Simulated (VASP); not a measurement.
Band structure of Mg$_{2}$TeS (space group R3m). Calculation: PBEsol GGA, VASP's PBE PAW potentials (set 64) (plane waves; VASP).

Unless said otherwise, spin-orbit coupling is left out, though it shifts the bands of the heavy elements here.

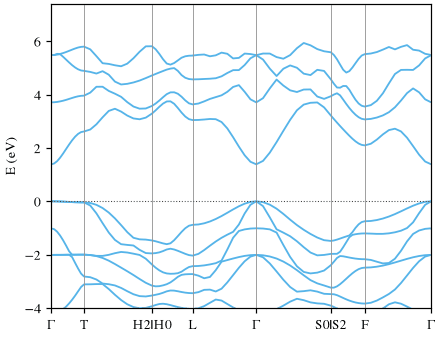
Figure: Bands along high-symmetry lines, zero at the valence-band maximum or, without a gap, the Fermi level

Read the plot: is there a gap, and where are the band edges?

The gap is direct, 1.39 eV, from the valence maximum at Γ to the conduction minimum at Γ. (Edges off the drawn lines would not show.)

The structure comes from a computed database's Mg2TeS entry (R3m); how it stands against other phases isn't given here. It was relaxed first.
